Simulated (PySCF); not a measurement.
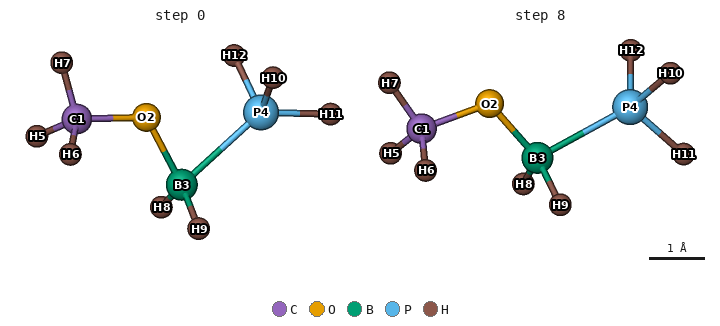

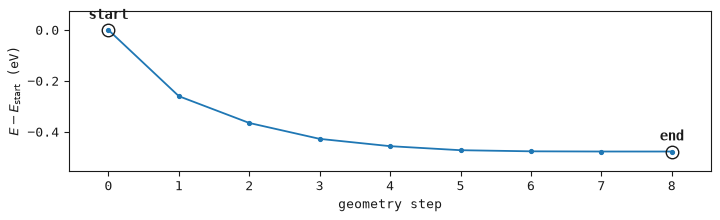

First and last geometry of a relaxation of CH8BOP, with the history of the run. The picture is a ball-and-stick view, seen from a free direction.

The start comes from GFN2-xTB. Its atoms were then displaced at random by about 0.01 Å.

These are results of PBE0-D3(BJ)/def2-SVP geometry optimisation, gas phase in PySCF, not measurements. 

Read the history and describe the run.

Answer. It converged. After 8 geometry steps the energy has fallen by 0.477 eV. H11 moves most after the best rigid fit: 0.75 Å. Largest moves by element: H 0.75 Å, B 0.52 Å, O 0.43 Å, C 0.34 Å, P 0.20 Å. Near-neighbour distances that change, for instance: O2–P4 2.242 → 2.749 Å, O2–B3 1.486 → 1.426 Å, B3–H8 1.177 → 1.236 Å, P4–H12 1.361 → 1.417 Å. Bond angles that change, for instance: O2–B3–P4 79.0° → 106.2°, B3–P4–H11 135.8° → 113.0°, B3–P4–H10 108.1° → 119.8°. The run took 27 s on 1 thread of Arm Neoverse V1, with other jobs on the host.

```csv
step,"E − E(0), eV"
0,0.0000
1,-0.2599
2,-0.3650
3,-0.4274
4,-0.4561
5,-0.4719
6,-0.4763
7,-0.4771
8,-0.4771
```
